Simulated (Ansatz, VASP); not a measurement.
**Y3Ti: VASP beside Ansatz**

Wanted: the spread between two codes on one cell, functional and k mesh. The cell is invented: Sites of the Tb3Zr structure (space group 139) filled with other elements, volume scaled by an estimate. It may not be a known or stable phase.

Calculated with Ansatz 0.2.0; plane waves, with VASP 6.6.1 beside it; relaxation of cell and atoms at PBE.

### Step 1. Starting point

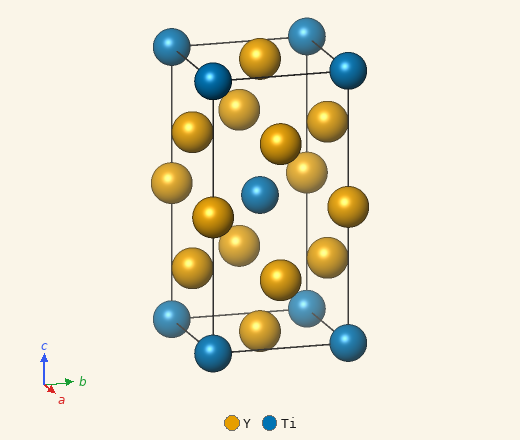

The cell as given, slightly off an axis (yttrium orange, titanium blue). This picture shows the conventional cell, with its axes. Some periodic images of atoms are drawn too.

As a file:

```
Y Ti
1.0
    -2.42392    2.42392    4.82571
     2.42392   -2.42392    4.82571
     2.42392    2.42392   -4.82571
Y Ti
3 1
Cartesian
  0.0000 2.4239 2.4129
  2.4239 0.0000 2.4129
  0.0000 0.0000 4.8257
  0.0000 0.0000 0.0000
```

### Step 2. Ansatz: relaxation of cell and atoms, PBE

Ansatz runs on its default PAW (the set named soft_2) files.

The relaxed volume is the usual yardstick between codes: its relative difference is about their pressure difference at one cell divided by the bulk modulus.

File input.yaml:

```yaml
crystal:
  lattice:
    - [-2.423918, 2.423918, 4.825712]
    - [2.423918, -2.423918, 4.825712]
    - [2.423918, 2.423918, -4.825712]
  atoms:
    - { symbol: "Y", position: [0.75, 0.25, 0.5] }
    - { symbol: "Y", position: [0.25, 0.75, 0.5] }
    - { symbol: "Y", position: [0.5, 0.5, 0.0] }
    - { symbol: Ti, position: [0.0, 0.0, 0.0] }
hamiltonian:
  xc: pbe
  pseudopotentials: { kind: paw }
kpoints:
  mp_grid: { grid: [7, 7, 7] }
scf:
  occupations: { method: fermi_dirac, width: 0.05 }
relax:
  f_tol: 0.01
  max_steps: 60
  cell: { stress_tol: 0.05 }
output:
  forces: true
  stress: true
```

Launch:

```console
$ ansatz run input.yaml --threads 4 --pin off --max-ram 9216MiB --backend cpu --events-out ev --progress --plain --runs-dir out
```

Numbers of over 12 decimals in the logs are rounded to 6 here.

What it wrote:

```text
Engine: ansatz 0.2.0, aarch64-unknown-linux-gnu
Pseudopotentials: kind: paw
Pseudopotential: Y, paw, valence charge 11, recommended cutoff 420 eV (normal), Y.paw.azcp
Pseudopotential: Ti, paw, valence charge 12, recommended cutoff 420 eV (normal), Ti.paw.azcp
Functional definition: PBE
  parameter kappa = 0.804
  parameter beta = 0.066725
  exchange = pbe_x(kappa = kappa, mu = beta*pi^2/3)
  correlation = pbe_c(beta = beta)
Crystal: 4 atoms, lattice volume = 113.412 Å³
Basis set: ecut = 420 eV, 2205 PW (Γ), exchange–correlation on 80×80×80 points (8 copies of the dense FFT grid, shifted against one another)
Bands: 27, of which v1, the nominal top of the filled ones, is band 23 counted from 1 (22 counted from 0)
Symmetry: 16 space group operations
Space group: I4/mmm (ITA 139), of the structure as read, at distance tolerance 4.8e-5 Å
k-points: 40 of 343
Non-local potential: Y, projectors of the file, l = 0: 3, l = 1: 2, l = 2: 2, l = 3: 1
Non-local potential: Ti, projectors of the file, l = 0: 3, l = 1: 2, l = 2: 3, l = 3: 1
PAW form: soft (Blöchl's): semilocal exchange-correlation on the pseudo side does not see the compensation charge
PAW one-centre angular grid: Y, 590 points (default); XC on 64 Gauss nodes
PAW one-centre angular grid: Ti, 590 points (default); XC on 64 Gauss nodes
Initial density: superposition of atomic densities (neutral atoms: chi_scale 0, normalization atom), corrected by the library's trained network
Initial wavefunctions: pseudopotential atomic-orbital guess
Functional: x = pbe(κ = 0.804, μ = 0.219515), c = pbe(β = 0.066725)
SCF iter   1: F=—  HF=-14044.809610 eV  |F-HF|=—  |Δ(HF+E_count)|=         —  Δρ=2.10e-3  dr2=6.04e-3  ethr=1.77e-3  ⟨swp⟩=5.2  Hψ=4569  notcnv=0
preconditioner: auto → Kerker (q_TF=auto, 2.339 Å⁻¹)  [metal: Δε(μ)=0.006 eV  Ē_g=1.902 eV  σ=0.050 eV  W_gap=0.03  n_scr=22 (ndim 8)  ℏωp=12.6 eV  f_vac=0.000  D(μ)=6.72/eV (n_scr^D=68)]
SCF iter   2: F=—  HF=-14044.809270 eV  |F-HF|=—  |Δ(HF+E_count)|=   3.40e-4  Δρ=8.93e-4  dr2=5.83e-4  ethr=1.34e-5  ⟨swp⟩=1.6  Hψ=1486  notcnv=0
SCF iter   3: F=—  HF=-14044.809415 eV  |F-HF|=—  |Δ(HF+E_count)|=   1.45e-4  Δρ=3.65e-4  dr2=1.13e-4  ethr=1.30e-6  ⟨swp⟩=1.7  Hψ=1162  notcnv=0
SCF iter   4: F=—  HF=-14044.809446 eV  |F-HF|=—  |Δ(HF+E_count)|=   3.17e-5  Δρ=6.56e-5  dr2=5.58e-6  ethr=2.51e-7  ⟨swp⟩=2.1  Hψ=1330  notcnv=0
SCF iter   5: F=—  HF=-14044.809447 eV  |F-HF|=—  |Δ(HF+E_count)|=   6.34e-7  Δρ=1.88e-5  dr2=3.68e-7  ethr=1.24e-8  ⟨swp⟩=2.1  Hψ=1316  notcnv=0
SCF iter   6: F=-14044.809447 eV  HF=-14044.809447 eV  |F-HF|=9.88e-10  |Δ(HF+E_count)|=   1.46e-8  Δρ=4.71e-6  dr2=1.80e-8  ethr=2.22e-10  ⟨swp⟩=4.0  Hψ=3346  notcnv=0
SCF 1 converged in 6 iterations: F = -14044.809447 eV  dr2 = 1.80e-8
  greatest PAW one-centre occupation: 0.999 electrons in one spin orbital (limit 2), on the Ti atom at site 3 (counted from 0), in its partial waves of l = 0
relax step   1: F+E_penalty+E_count = -14044.80944696 eV  Δ(F+E_penalty+E_count) = +0.000e0 eV  max|allowed force component| = 2.385e-18 eV/Å  Δτ_max = 0.0000 Å  P = -0.631 GPa  Ω = 113.412 Å³  (6 SCF iters, dr2 threshold 1.00e-7 eV, accepted)
[...]
relax step   2: F+E_penalty+E_count = -14044.81255468 eV  Δ(F+E_penalty+E_count) = -3.108e-3 eV  max|allowed force component| = 4.770e-18 eV/Å  Δτ_max = 0.0000 Å  P = +0.128 GPa  Ω = 111.558 Å³  energy of the carried Pulay correction = +5.318e-5 eV  (6 SCF iters, dr2 threshold 4.00e-7 eV, accepted)
[...]
relax step   3: F+E_penalty+E_count = -14044.81269473 eV  Δ(F+E_penalty+E_count) = -1.401e-4 eV  max|allowed force component| = 4.879e-18 eV/Å  Δτ_max = 0.0000 Å  P = +0.002 GPa  Ω = 111.854 Å³  energy of the carried Pulay correction = +4.463e-5 eV  (6 SCF iters, dr2 threshold 5.99e-8 eV, accepted)
[...]
relax step   4: F+E_penalty+E_count = -14044.81264856 eV  Δ(F+E_penalty+E_count) = +4.618e-5 eV  max|allowed force component| = 1.735e-18 eV/Å  Δτ_max = 0.0000 Å  P = +0.002 GPa  Ω = 111.854 Å³  stress off target by 2.75e-2 GPa  SCF on the basis re-selected at this cell (its energy is not comparable with the rows above)  (8 SCF iters)
basis re-selected at this cell: Δ(F+E_penalty+E_count) = +4.618e-5 eV, ΔP = +0.001 GPa vs the last step (what re-selecting the basis moved, of the pressure what is left beyond the Pulay correction that the steps carried, after the strain that the cell walked since its last selection, with what the two solves' SCF thresholds leave and, on support functions, any second-order correction that the steps lacked; it is no m [...]
SCF converged after 8 iterations
Free energy (F): -14044.812649 eV
Harris-Foulkes:  -14044.812649 eV  (|F-HF|=5.46e-12)
Internal energy: -14044.758479 eV  (E = F + TS)
E sigma→0 (E₀):  -14044.785564 eV
Entropy (-TS):   -0.054170 eV (-13.543 meV/atom)
Fermi energy:    10.332170 eV
--- Per-component energies (eV) ---
  E_band       = -522.090146
  E_kinetic    = 1186.927764
  E_local      = -2741.058172  (includes V_loc(G=0)·N_el)
  E_nonlocal   = 160.484399
  E_hartree    = 960.053650
  E_xc         = -616.217675
  E_vxc        = -717.505753  (∫ρ·V_xc dr)
  E_paw        = -9523.980215  (= ΣΔE_a)
  E_vpaw       = -331.045821  (= ΣTr[D̂ρ^β])
  E_aug_tail   = 0.000136  (compensation charges beyond the density's cutoff)
  E_ewald      = -3470.968366
  E_smearing   = -0.054170  (= −TS)
  E_closure    = 0.000000  (closes the sum)
  Σ components = -14044.812649   (vs F -14044.812649, Δ=0.00e0)
--- Forces (eV/Å), atoms counted from 1 ---
  atom   1  Y      0.00000000     0.00000000     0.00000000
  atom   2  Y     -0.00000000     0.00000000     0.00000000
  atom   3  Y      0.00000000     0.00000000    -0.00000000
  atom   4  Ti     0.00000000     0.00000000    -0.00000000
  max |Σ_I F_I| component: 8.67e-19 eV/Å
--- Stress (GPa, compression-positive) ---
        0.017116       0.000000       0.000000
        0.000000       0.017116       0.000000
        0.000000      -0.000000      -0.027488
  P = ⅓ Tr σ = 0.0022 GPa (0.022 kbar)
--- Relaxed structure (3 steps of the walk, 3 accepted, 1 SCFs on fresh bases) ---
  F+E_penalty+E_count = -14044.81264856 eV   max|allowed force component| = 1.735e-18 eV/Å   (the final SCF, on the basis selected at the relaxed cell)
  cell:  # Å, volume = 111.8543 Å³
    - [-2.415194, 2.415194, 4.793897]
    - [2.415194, -2.415194, 4.793897]
    - [2.415194, 2.415194, -4.793897]
  atoms:
    - { symbol: Y, position: [0.75, 0.250000, 0.5] }
    - { symbol: Y, position: [0.250000, 0.75, 0.5] }
    - { symbol: Y, position: [0.5, 0.5, 0] }
    - { symbol: Ti, position: [0, 0, 0] }
```

Elapsed: 13 s, on 4 threads of Arm Neoverse N1, shared host; peak memory 0.49 GiB; 47 s of CPU time.

### Step 3. VASP: relaxation of cell and atoms, PBE

The same cell, functional, mesh and smearing now go to VASP, with its own data sets and cutoff.

Lines of VASP's logs that name or quote its potential files are left out, and so is its time.

File INCAR:

```
SYSTEM = Y3Ti
PREC = Accurate
ENCUT = 520
EDIFF = 1E-06
NELM = 100
ISMEAR = -1
SIGMA = 0.05
LREAL = .FALSE.
ALGO = Normal
GGA = PE
LORBIT = 11
LWAVE = .FALSE.
LCHARG = .FALSE.
KPAR = 2
IBRION = 2
NSW = 60
ISIF = 3
EDIFFG = -0.01
```

File POSCAR:

```
Y3Ti
1.0
   -2.4239180000      2.4239180000      4.8257120000
    2.4239180000     -2.4239180000      4.8257120000
    2.4239180000      2.4239180000     -4.8257120000
Y Ti
3 1
Direct
    0.7500000000      0.2500000000      0.5000000000
    0.2500000000      0.7500000000      0.5000000000
    0.5000000000      0.5000000000      0.0000000000
    0.0000000000      0.0000000000      0.0000000000
```

File KPOINTS:

```
Automatic mesh
0
Gamma
7 7 7
0 0 0
```

PAW data sets: Y_sv and Ti_sv (PBE family, release 64).

Launch:

```console
$ mpirun -np 2 vasp_std
```

What it wrote:

```text
[banner, memory and clock lines left out]
running    2 mpi-ranks, on    1 nodes
 distrk:  each k-point on    1 cores,    2 groups
 distr:  one band on    1 cores,    1 groups

 POSCAR found type information on POSCAR Y Ti
 POSCAR found :  2 types and       4 ions
 LDA part: xc-table for (Slater+PW92), standard interpolation
 POSCAR, INCAR and KPOINTS ok, starting setup
 FFT: planning ... GRIDC
 FFT: planning ... GRID_SOFT
 FFT: planning ... GRID
 WAVECAR not read
 entering main loop
       N       E                     dE             d eps       ncg     rms          rms(c)
DAV:   1     0.354771506837E+03    0.35477E+03   -0.22206E+04  2160   0.164E+03
DAV:   2     0.116321935865E+02   -0.34314E+03   -0.33830E+03  2239   0.453E+02
DAV:   3    -0.252065221676E+02   -0.36839E+02   -0.35669E+02  3618   0.102E+02
DAV:   4    -0.285871816339E+02   -0.33807E+01   -0.32906E+01  3192   0.267E+01
DAV:   5    -0.287706524627E+02   -0.18347E+00   -0.18092E+00  3231   0.551E+00    0.475E+01
DAV:   6    -0.336834202216E+02   -0.49128E+01   -0.80624E+01  2792   0.269E+01    0.305E+01
DAV:   7    -0.299385022474E+02    0.37449E+01   -0.23581E+02  2959   0.431E+01    0.310E+01
DAV:   8    -0.293841127996E+02    0.55439E+00   -0.61719E+00  2985   0.903E+00    0.150E+01
DAV:   9    -0.274587067242E+02    0.19254E+01   -0.19925E+00  2798   0.595E+00    0.104E+01
DAV:  10    -0.265803571157E+02    0.87835E+00   -0.14870E+00  3269   0.461E+00    0.602E+00
DAV:  11    -0.264605719724E+02    0.11979E+00   -0.11420E-01  3170   0.135E+00    0.514E+00
DAV:  12    -0.263043351581E+02    0.15624E+00   -0.20275E+00  2932   0.542E+00    0.318E+00
DAV:  13    -0.262782505059E+02    0.26085E-01   -0.36709E-01  2669   0.209E+00    0.485E-01
DAV:  14    -0.262863894400E+02   -0.81389E-02   -0.88257E-02  2744   0.118E+00    0.152E+00
DAV:  15    -0.262780345770E+02    0.83549E-02   -0.65916E-02  2695   0.103E+00    0.129E-01
DAV:  16    -0.262780487463E+02   -0.14169E-04   -0.30021E-03  2686   0.270E-01    0.236E-01
DAV:  17    -0.262791760163E+02   -0.11273E-02   -0.67548E-03  2829   0.264E-01    0.459E-01
DAV:  18    -0.262784540660E+02    0.72195E-03   -0.12284E-03  2664   0.121E-01    0.278E-01
DAV:  19    -0.262780435532E+02    0.41051E-03   -0.24830E-03  2909   0.166E-01    0.543E-02
DAV:  20    -0.262780476202E+02   -0.40670E-05   -0.56073E-05  2578   0.263E-02    0.471E-02
DAV:  21    -0.262780485729E+02   -0.95275E-06   -0.28971E-06  2144   0.737E-03
   1 F= -.26278049E+02 E0= -.26250062E+02  d E =-.262780E+02
[...]
2 F= -.26282520E+02 E0= -.26255569E+02  d E =-.447170E-02
[...]
3 F= -.26282520E+02 E0= -.26255587E+02  d E =-.447097E-02
[...]
4 F= -.26282561E+02 E0= -.26255637E+02  d E =-.410741E-04
 ZBRENT: can't locate minimum, use default step
 trial-energy change:   -0.000041  1 .order   -0.000040   -0.000044   -0.000036
 step:   4.0143(harm=  5.7975)  dis= 0.00000  next Energy=   -26.282647 (dE=-0.127E-03)
 bond charge predicted
       N       E                     dE             d eps       ncg     rms          rms(c)
DAV:   1    -0.262834076590E+02   -0.84724E-03   -0.64879E-02  2166   0.204E+00    0.212E-01
DAV:   2    -0.262828573430E+02    0.55032E-03   -0.20959E-03  2293   0.297E-01    0.111E-01
DAV:   3    -0.262828048071E+02    0.52536E-04   -0.22049E-03  2799   0.223E-01    0.162E-01
DAV:   4    -0.262826098142E+02    0.19499E-03   -0.14997E-03  2721   0.136E-01    0.415E-02
DAV:   5    -0.262826074536E+02    0.23605E-05   -0.61342E-05  2407   0.415E-02    0.218E-02
DAV:   6    -0.262826072491E+02    0.20451E-06   -0.62184E-06  2644   0.179E-02
   5 F= -.26282607E+02 E0= -.26255706E+02  d E =-.877019E-04
 curvature:  -2.43 expect dE=-0.876E-05 dE for cont linesearch -0.675E-06
 trial: gam=-0.07222 g(F)=  0.165E-50 g(S)=  0.360E-05 ort = 0.344E-05 (trialstep = 0.161E+01)
 search vector abs. value=  0.333E-05
 reached required accuracy - stopping structural energy minimisation
```

Parts of OUTCAR (step 3):

```text
ion  position               nearest neighbor table
   1  0.750  0.250  0.500-   3 3.42   4 3.42   3 3.42   4 3.42   3 3.42   4 3.42   3 3.42   4 3.42
                             2 3.43   2 3.43   2 3.43   2 3.43
   2  0.250  0.750  0.500-   4 3.42   3 3.42   3 3.42   4 3.42   3 3.42   4 3.42   4 3.42   3 3.42
                             1 3.43   1 3.43   1 3.43   1 3.43
   3  0.500  0.500  0.000-   2 3.42   1 3.42   1 3.42   2 3.42   1 3.42   2 3.42   2 3.42   1 3.42
                             4 3.43   4 3.43   4 3.43   4 3.43
   4  0.000  0.000  0.000-   1 3.42   2 3.42   1 3.42   2 3.42   1 3.42   2 3.42   1 3.42   2 3.42
                             3 3.43   3 3.43   3 3.43   3 3.43

  LATTYP: Found a body centered tetragonal cell.
 ALAT       =     4.8478360000
 C/A-ratio  =     1.9908726285

 Subroutine GETGRP returns: Found 16 space group operations
 (whereof 16 operations were pure point group operations)

The static configuration has the point symmetry D_4h.

 Found     40 irreducible k-points:

   k-points           NKPTS =     40   k-points in BZ     NKDIM =     40   number of bands    NBANDS=     27

   dimension x,y,z NGX =    48 NGY =   48 NGZ =   48
   dimension x,y,z NGXF=    96 NGYF=   96 NGZF=   96

   ENCUT  =  520.0 eV  38.22 Ry    6.18 a.u.  11.01 11.01 11.01*2*pi/ulx,y,z

   NELECT =      45.0000    total number of electrons

 k-points in reciprocal lattice and weights: Automatic mesh
   0.00000000  0.00000000  0.00000000       0.003
   0.14285714  0.00000000  0.00000000       0.023
   0.28571429  0.00000000 -0.00000000       0.023
   0.42857143  0.00000000 -0.00000000       0.023
   0.14285714  0.14285714  0.00000000       0.023
   0.28571429  0.14285714  0.00000000       0.047
   0.42857143  0.14285714  0.00000000       0.047
  -0.42857143  0.14285714  0.00000000       0.047
  -0.28571429  0.14285714  0.00000000       0.047
[...]
-0.42857143  0.42857143  0.42857143       0.012
  -0.42857143 -0.42857143  0.42857143       0.006

 average (electrostatic) potential at core
       1 -36.4276       2 -36.4276       3 -36.4427       4 -77.2225

 E-fermi :   3.9847

 k-point     1 :       0.0000    0.0000    0.0000
  band No.  band energies     occupation
    ...
     17      -0.9988      2.00000
     18       2.0786      2.00000
     19       2.9243      2.00000
     20       2.9264      2.00000
     21       3.2610      2.00000
     22       4.0794      0.26132
     23       4.0794      0.26131
     24       4.0840      0.24110
     25       4.0840      0.24110
     26       5.3506      0.00000
    ...

 k-point     2 :       0.1429    0.0000    0.0000
  band No.  band energies     occupation
    ...
     19       2.9668      2.00000
     20       3.0457      2.00000
     21       3.2700      2.00000
     22       3.6712      1.99622
     23       3.8328      1.90845
     24       4.1690      0.04892
     25       4.3604      0.00109
     26       5.2565      0.00000
     27       5.5031      0.00000

 k-point     3 :       0.2857    0.0000   -0.0000
  band No.  band energies     occupation
    ...
     19       2.7421      2.00000
     20       3.2996      2.00000
     21       3.3757      1.99999
     22       3.4138      1.99998
     23       3.7483      1.98244
     24       4.2298      0.01476
     25       4.4436      0.00021
     26       4.8362      0.00000
     27       4.9677      0.00000

  Total       -0.0076646     -0.0076646     -0.0134581      0.0000000      0.0000000     -0.0000000
  in kB       -0.1100871     -0.1100871     -0.1933001      0.0000000      0.0000000     -0.0000000
  external PRESSURE =      -0.1378248 kB  Pullay stress =       0.0000000 kB

  energy-cutoff  :      520.00
  volume of cell :      111.55
      direct lattice vectors                 reciprocal lattice vectors
    -2.414199592  2.414199592  4.784724270     0.000000000  0.207107980  0.104499230
     2.414199592 -2.414199592  4.784724270     0.207107980  0.000000000  0.104499230
     2.414199592  2.414199592 -4.784724270     0.207107980  0.207107980  0.000000000

 POSITION                                       TOTAL-FORCE (eV/Angst)
 -----------------------------------------------------------------------------------
      0.00000      2.41420      2.39236         0.000000      0.000000      0.000000
      2.41420      0.00000      2.39236        -0.000000     -0.000000     -0.000000
      0.00000      0.00000      4.78472         0.000000      0.000000      0.000000
      0.00000      0.00000      0.00000         0.000000      0.000000      0.000000
 -----------------------------------------------------------------------------------
    total drift:                                0.000000     -0.000000      0.000000

  FREE ENERGIE OF THE ION-ELECTRON SYSTEM (eV)
  ---------------------------------------------------
  free  energy   TOTEN  =       -26.2826072491 eV

  energy  without entropy=      -26.2288053241  energy(sigma->0) =      -26.25570629

 reached required accuracy - stopping structural energy minimisation

 total charge
# of ion       s       p       d       f       tot
--------------------------------------------------
    1        2.288   6.240   1.030   0.011   9.570
    2        2.288   6.240   1.030   0.011   9.570
    3        2.291   6.238   1.033   0.011   9.574
    4        2.217   6.044   1.806   0.000  10.068
--------------------------------------------------
tot          9.084  24.764   4.901   0.033  38.781

[... 3 further parts left out ...]
```

CONTCAR:

```
Y3Ti
   1.00000000000000
    -2.4141995915410179    2.4141995915410179    4.7847242699001402
     2.4141995915410179   -2.4141995915410179    4.7847242699001402
     2.4141995915410179    2.4141995915410179   -4.7847242699001402
  Y               Ti
     3     1
Direct
     0.7500000000000000    0.2500000000000000    0.5000000000000000
     0.2500000000000000    0.7500000000000000    0.5000000000000000
     0.5000000000000000    0.5000000000000000    0.0000000000000000
     0.0000000000000000    0.0000000000000000    0.0000000000000000
```

### Step 4. Comparison

Known differences besides the PAW data sets themselves: both relaxations stop at a tolerance, which leaves soft axes loose, and VASP keeps its plane-wave basis; the cutoff is 420 eV in Ansatz and 520 eV in VASP; VASP leaves aspherical gradient terms in its spheres out (LASPH is not set), Ansatz keeps them; Ansatz adds a Pulay correction to the stress that steers its cell, VASP none. Total energies have different zeros and are not compared.

Both answers:

```csv
quantity,Ansatz,VASP,difference
volume (Å³),111.85,111.55,+0.27 %
"edge a after relaxation, in the typed setting (Å)",5.886,5.878,+0.14 %
```

The walks stopped with 0.00 GPa left in Ansatz and -0.01 GPa in VASP; each walk ends within a tolerance, so the volume difference is uncertain by about these residues over the bulk modulus, most in soft cells.

### Step 5. Outcome

```yaml
difference_in_volume_relaxation_of_cell_and_atoms_pbe: 0.27 %
```

What this shows: The difference in volume is 0.27 % (relaxation of cell and atoms, PBE), within the 1.2 % picked in this series as the mark of a large difference, as far as the stopping tolerances let one tell. How closely two codes agree says nothing of how well the functional describes the real material.

[Lines on the potential files, build, host, timing and source positions are cut from VASP's logs without a mark.]

[Logs are printed without paths, hosts, clocks, repeated set-up lines and the standing remarks that a program may print on its own settings, such as how far it seeks lower states.]

[Hosts, paths, dates, database ids (printed as entryN), source tags and the programs' standing remarks are cut or masked in the printed files.]
